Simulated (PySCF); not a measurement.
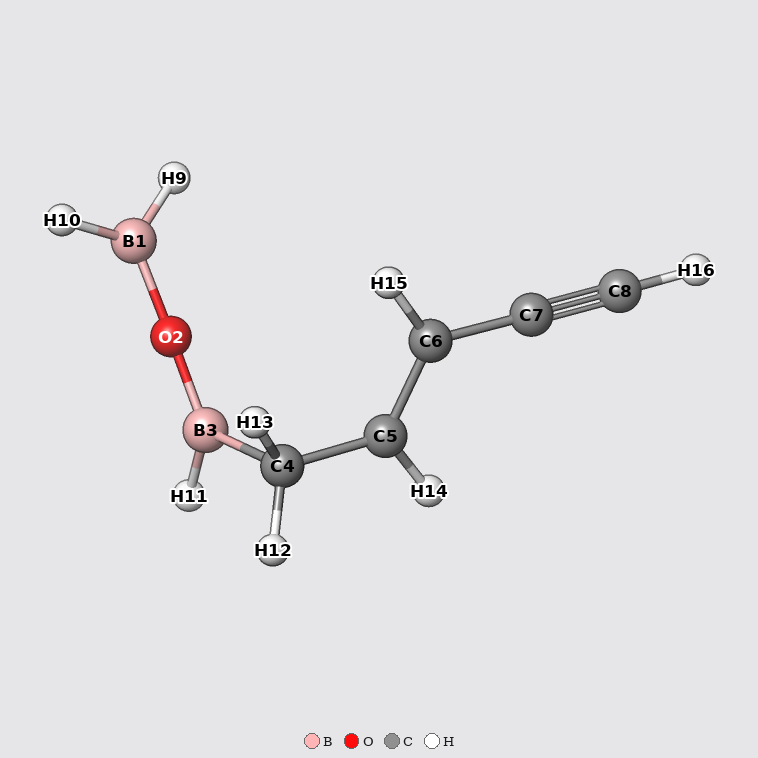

The species has charge +1 and is a spin doublet. The geometry was computed by an optimisation with GFN2-xTB. No frequency run is at hand to confirm it as a minimum. Properties computed with UKS B3LYP, pcH-1 on B C H O, non-relativistic (PySCF 2.14.0).

Give the isotropic hyperfine couplings (Fermi-contact term alone) of B1, O2, B3, C4, C5, C6, C7, C8, H9, H10, H11, H12, H13, H14, H15, H16.

```json
{"atom": "B1", "isotope": "11B", "a_iso (MHz)": "−1.2"}
{"atom": "O2", "isotope": "17O", "a_iso (MHz)": "−1.9"}
{"atom": "B3", "isotope": "11B", "a_iso (MHz)": "24.0"}
{"atom": "C4", "isotope": "13C", "a_iso (MHz)": "4.2"}
{"atom": "C5", "isotope": "13C", "a_iso (MHz)": "−1.2"}
{"atom": "C6", "isotope": "13C", "a_iso (MHz)": "18.0"}
{"atom": "C7", "isotope": "13C", "a_iso (MHz)": "−33.0"}
{"atom": "C8", "isotope": "13C", "a_iso (MHz)": "31.0"}
{"atom": "H9", "isotope": "1H", "a_iso (MHz)": "7.9"}
{"atom": "H10", "isotope": "1H", "a_iso (MHz)": "8.3"}
{"atom": "H11", "isotope": "1H", "a_iso (MHz)": "54.4"}
{"atom": "H12", "isotope": "1H", "a_iso (MHz)": "20.9"}
{"atom": "H13", "isotope": "1H", "a_iso (MHz)": "20.4"}
{"atom": "H14", "isotope": "1H", "a_iso (MHz)": "−10.6"}
{"atom": "H15", "isotope": "1H", "a_iso (MHz)": "−21.6"}
{"atom": "H16", "isotope": "1H", "a_iso (MHz)": "−34.3"}
```

The geometry is semi-empirical. Around B such bond lengths and angles can be off by a tenth of an ångström or more and by several degrees, and values that hang on the shape move with them.
